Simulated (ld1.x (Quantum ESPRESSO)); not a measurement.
Nb: pseudopotential generation (part 2 of 2)

Continued. System: niobium (Nb, Z = 41), core [Ar] 3d10 4s2, reference valence 4p6 4d4 5s1 5p0, valence charge 11. Method: TM semilocal potential, PBEsol, scalar-relativistic, made with ld1.x (Quantum ESPRESSO) 7.5.

**Output of the test run (extracts), continued**
```
     ---------------------- Testing the pseudopotential ----------------------

     Nb
     scalar relativistic calculation

     atomic number is 41.00   valence charge is 11.00
     dft =PBESOL   lsd =0 sic =0 latt =0  beta=0.20 tr2=1.0E-14
     mesh =1227 r(mesh) = 100.62774 xmin = -7.00 dx = 0.01250

     n l     nl             e AE (Ry)        e PS (Ry)    De AE-PS (Ry)
     2 1     4P   1( 6.00)       -2.46646       -2.46439       -0.00207
     3 2     4D   1( 4.50)       -0.17815       -0.17798       -0.00017
     1 0     5S   1( 0.50)       -0.27345       -0.27444        0.00098
     3 1     5P   1( 0.00)       -0.06940       -0.07011        0.00072

     eps = 9.2E-16  iter = 13

     Etot =   -7634.955548 Ry,   -3817.477774 Ha, -103878.862199 eV
     Etotps =   -80.321938 Ry,     -40.160969 Ha,   -1092.835637 eV
     dEtot_ae =       0.041564 Ry
     dEtot_ps =       0.041939 Ry,   Delta E=      -0.000375 Ry

     Ekin =      32.635009 Ry,      16.317504 Ha,     444.021917 eV
     Encl =    -162.721932 Ry,     -81.360966 Ha,   -2213.944674 eV
     Ehrt =      62.700202 Ry,      31.350101 Ha,     853.079713 eV
     Ecxc =     -16.356821 Ry,      -8.178411 Ha,    -222.545893 eV
     (Ecc =      -4.113042 Ry,      -2.056521 Ha,     -55.960788 eV)
     Epseu=       3.421604 Ry,       1.710802 Ha,      46.553301 eV

     ---------------------- End of pseudopotential test ----------------------

     ---------------------- Testing the pseudopotential ----------------------

     Nb
     scalar relativistic calculation

     atomic number is 41.00   valence charge is 11.00
     dft =PBESOL   lsd =0 sic =0 latt =0  beta=0.20 tr2=1.0E-14
     mesh =1227 r(mesh) = 100.62774 xmin = -7.00 dx = 0.01250

     n l     nl             e AE (Ry)        e PS (Ry)    De AE-PS (Ry)
     2 1     4P   1( 6.00)       -2.79895       -2.79873       -0.00022
     3 2     4D   1( 3.00)       -0.42647       -0.42570       -0.00078
     1 0     5S   1( 1.00)       -0.40414       -0.40232       -0.00181
     3 1     5P   1( 1.00)       -0.15294       -0.15341        0.00047

     eps = 3.1E-15  iter = 17

     Etot =   -7634.790504 Ry,   -3817.395252 Ha, -103876.616654 eV
     Etotps =   -80.158322 Ry,     -40.079161 Ha,   -1090.609530 eV
     dEtot_ae =       0.206609 Ry
     dEtot_ps =       0.205555 Ry,   Delta E=       0.001053 Ry

     Ekin =      31.094147 Ry,      15.547074 Ha,     423.057427 eV
     Encl =    -158.618664 Ry,     -79.309332 Ha,   -2158.116872 eV
     Ehrt =      59.520327 Ry,      29.760163 Ha,     809.815298 eV
     Ecxc =     -15.927986 Ry,      -7.963993 Ha,    -216.711291 eV
     (Ecc =      -4.113042 Ry,      -2.056521 Ha,     -55.960788 eV)
     Epseu=       3.773855 Ry,       1.886927 Ha,      51.345909 eV

     ---------------------- End of pseudopotential test ----------------------

     ---------------------- Testing the pseudopotential ----------------------

     Nb
     scalar relativistic calculation

     atomic number is 41.00   valence charge is 11.00
     dft =PBESOL   lsd =0 sic =0 latt =0  beta=0.20 tr2=1.0E-14
     mesh =1227 r(mesh) = 100.62774 xmin = -7.00 dx = 0.01250

     n l     nl             e AE (Ry)        e PS (Ry)    De AE-PS (Ry)
     2 1     4P   1( 6.00)       -5.78640       -5.79221        0.00582  !
     3 2     4D   1( 1.00)       -3.18815       -3.19291        0.00476
     1 0     5S   1( 0.00)       -2.56199       -2.58430        0.02232  !
     3 1     5P   1( 0.00)       -2.07588       -2.08682        0.01095  !

     eps = 4.6E-15  iter = 11

     Etot =   -7628.952190 Ry,   -3814.476095 Ha, -103797.182353 eV
     Etotps =   -74.315869 Ry,     -37.157935 Ha,   -1011.118910 eV
     dEtot_ae =       6.044922 Ry
     dEtot_ps =       6.048008 Ry,   Delta E=      -0.003086 Ry

     Ekin =      26.063070 Ry,      13.031535 Ha,     354.606133 eV
     Encl =    -124.150758 Ry,     -62.075379 Ha,   -1689.157110 eV
     Ehrt =      33.690940 Ry,      16.845470 Ha,     458.388590 eV
     Ecxc =     -13.566064 Ry,      -6.783032 Ha,    -184.575710 eV
     (Ecc =      -4.113042 Ry,      -2.056521 Ha,     -55.960788 eV)
     Epseu=       3.646943 Ry,       1.823472 Ha,      49.619188 eV

     ---------------------- End of pseudopotential test ----------------------

     ---------------------- Testing the pseudopotential ----------------------

     Nb
     scalar relativistic calculation

     atomic number is 41.00   valence charge is 11.00
     dft =PBESOL   lsd =0 sic =0 latt =0  beta=0.20 tr2=1.0E-14
     mesh =1227 r(mesh) = 100.62774 xmin = -7.00 dx = 0.01250

     n l     nl             e AE (Ry)        e PS (Ry)    De AE-PS (Ry)
     2 1     4P   1( 6.00)       -2.40907       -2.40550       -0.00356
     3 2     4D   1( 5.00)       -0.14045       -0.14055        0.00010
     1 0     5S   1( 0.00)       -0.25571       -0.25777        0.00206
     3 1     5P   1( 0.00)       -0.06172       -0.06267        0.00095

     eps = 5.5E-15  iter = 13

     Etot =   -7634.902775 Ry,   -3817.451387 Ha, -103878.144174 eV
     Etotps =   -80.268309 Ry,     -40.134154 Ha,   -1092.105975 eV
     dEtot_ae =       0.094338 Ry
     dEtot_ps =       0.095569 Ry,   Delta E=      -0.001231 Ry

     Ekin =      33.164605 Ry,      16.582302 Ha,     451.227434 eV
     Encl =    -163.493204 Ry,     -81.746602 Ha,   -2224.438358 eV
     Ehrt =      63.256572 Ry,      31.628286 Ha,     860.649503 eV
     Ecxc =     -16.444716 Ry,      -8.222358 Ha,    -223.741765 eV
     (Ecc =      -4.113042 Ry,      -2.056521 Ha,     -55.960788 eV)
     Epseu=       3.248435 Ry,       1.624218 Ha,      44.197211 eV

     ---------------------- End of pseudopotential test ----------------------
```

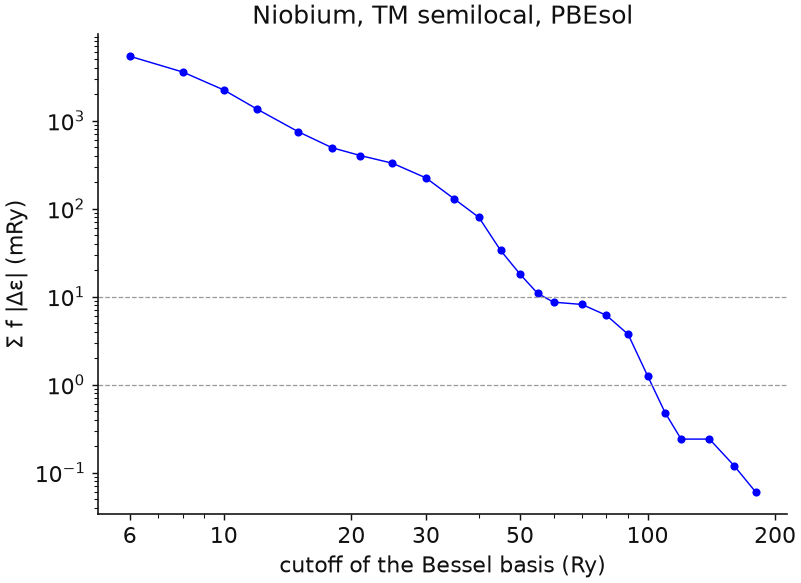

The pseudo-atom Hamiltonian at the reference potential is diagonalised in spherical Bessel functions (20 bohr box) up to the cutoff. Curve: occupation-weighted sum of the valence levels' distances from their values at 400 Ry.

- Error at 15 Ry: about 750 mRy.
- Cutoffs for 10 and 1 mRy in the occupation-weighted sum of levels: 60 Ry and 110 Ry, on the ladder of cutoffs that was run.

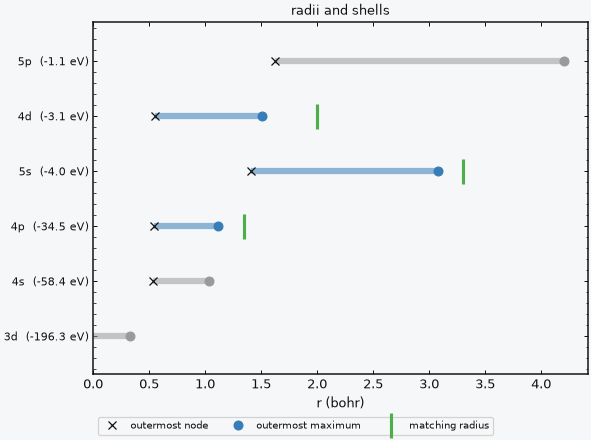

Outer shells of the all-electron reference atom: each bar runs from the outermost node (or the nucleus) to the outermost maximum of u(r); the tick is the radius chosen for the pseudo-wave. Shells without a tick have no pseudo-wave of their own. Levels, nodes and maxima are from ld1.x, scalar-relativistic.

- Radii against the shells: 4p: 1.35 bohr, outside the maximum; 5s: 3.30 bohr, outside the maximum; 4d: 2.00 bohr, outside the maximum.

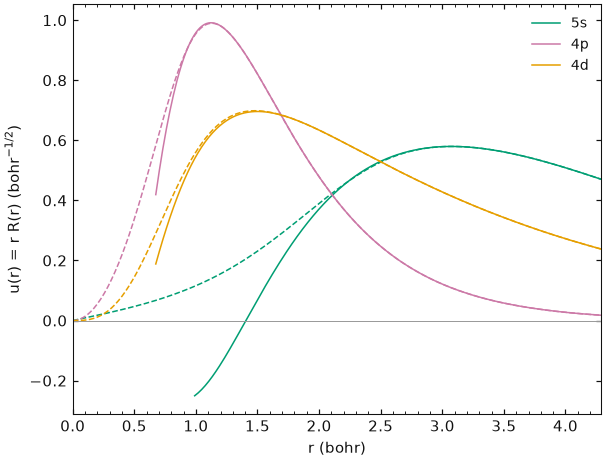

Pseudo-waves (dashed) against the all-electron radial functions (solid). The innermost oscillations of some all-electron curves aren't drawn. Reference configuration 4p6 4d4 5s1 5p0.

- Matching radii: 5s at 3.30 bohr; 4p at 1.35 bohr; 4d at 2.00 bohr. The curves merge smoothly, so the plot gives these only roughly.
- Nodes of the pseudo-waves: 5s has no node; 4p has no node; 4d has no node.

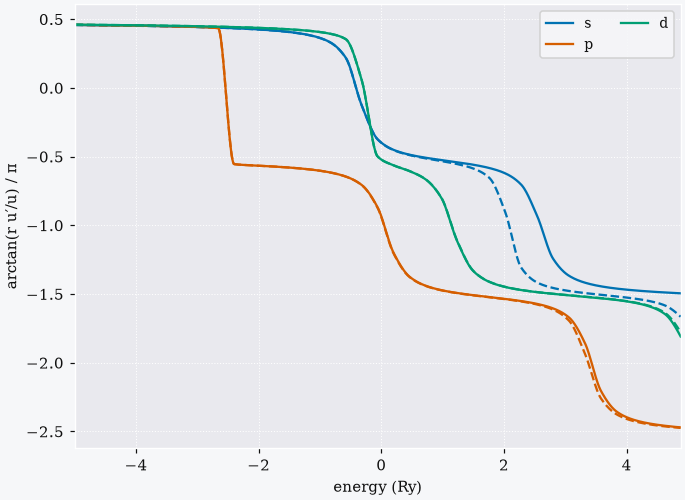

Unwrapped phase arctan(r u′/u) in units of π against energy, all-electron (solid) and pseudo (dashed); the pseudo phase is matched to the all-electron one at the reference energy. Here u = r R(r). A near-vertical step is a level narrower than the spacing of the points behind the curves.

- Ghost states: Going away from the reference energies, the phases part by more than π/2 in: s at about 2.2 Ry (above its reference energy, pseudo phase lower). Such a step is either a state that only one of the two atoms has or an ordinary level shifted in energy. The separate test gives: no ghost state below the valence levels in the s, p, d channels.
- Range over which the phases agree within 0.05 rad: s: up to about 1.3 Ry; p: up to about 3.0 Ry; d: up to about 4.7 Ry.

**Results in brief**

- outcome: generated
- cutoffs needed: 60 Ry and 110 Ry (the cutoffs, on a coarse ladder, from which the occupation-weighted sum of valence levels, in a spherical-Bessel basis at the reference potential, stays within 10 and 1 mRy of its value at 400 Ry); ghost states and empty shells don't enter this sum
- ghost test: no ghost state below the valence levels in the s, p, d channels (spherical-Bessel basis up to 400 Ry, 20 bohr box)
- largest excitation error: -42 meV (all-electron minus pseudo) for 4p6 4d1 5s0 5p0, out of 7 test configurations
- range over which the phases arctan(r u′/u) at the test radius agree within 0.05 rad (a looser test near the poles than one of phase shifts): s: up to about 1.3 Ry; p: up to about 3.0 Ry; d: up to about 4.7 Ry
- wall time: 2.1 s
